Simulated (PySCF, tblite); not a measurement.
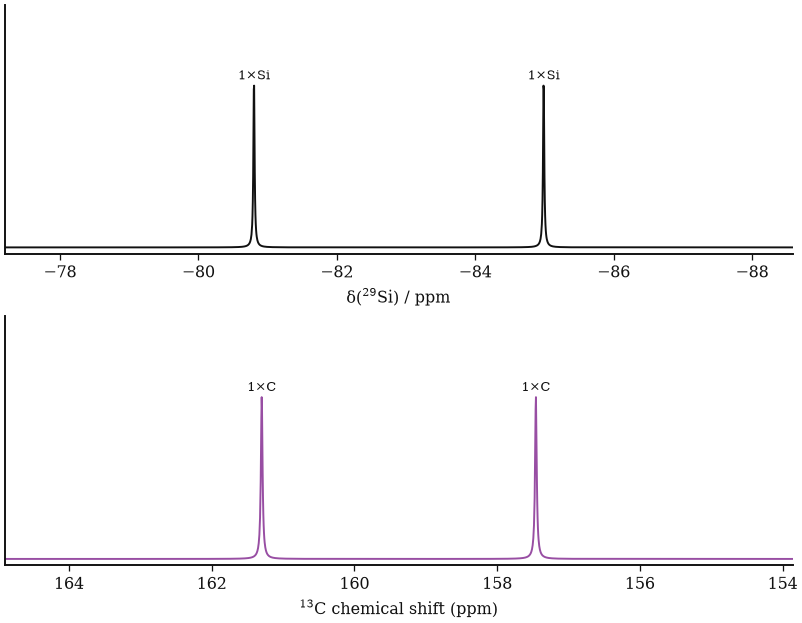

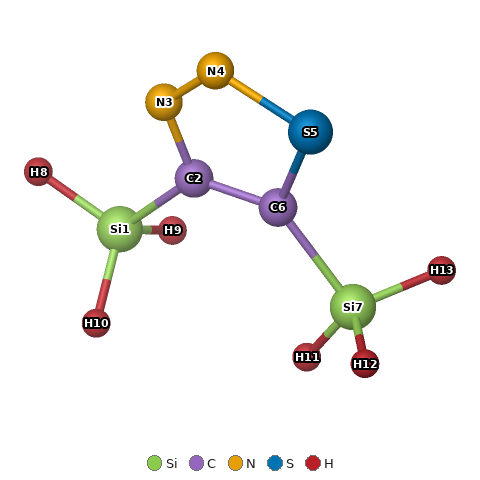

Spectrum and numbered structure of C₂H₆N₂SSi₂, SMILES [SiH3]c1nnsc1[SiH3]. GIAO shifts, PBE0/pcSseg-1, PySCF, at a GFN2-xTB geometry (a minimum by its frequencies), against TMS for ²⁹Si and TMS for ¹³C computed at the same level. Gas phase, fully decoupled, line heights follow the number of nuclei, widths are arbitrary (no quadrupolar broadening); values of one conformer, averaged over methyl-type rotors and exact or near symmetry.

Assign the ²⁹Si signals to the numbered atoms.

Answer.
```tsv
δ (ppm)	nuclei	atoms
−80.8	1	Si1
−85.0	1	Si7
```

Which atoms give which ¹³C line?

Answer.
| δ (ppm) | nuclei | atoms |
| --- | --- | --- |
| 161.3 | 1 | C6 |
| 157.5 | 1 | C2 |

Caveats: the tight-binding geometry is rougher than a DFT one and adds to the error.
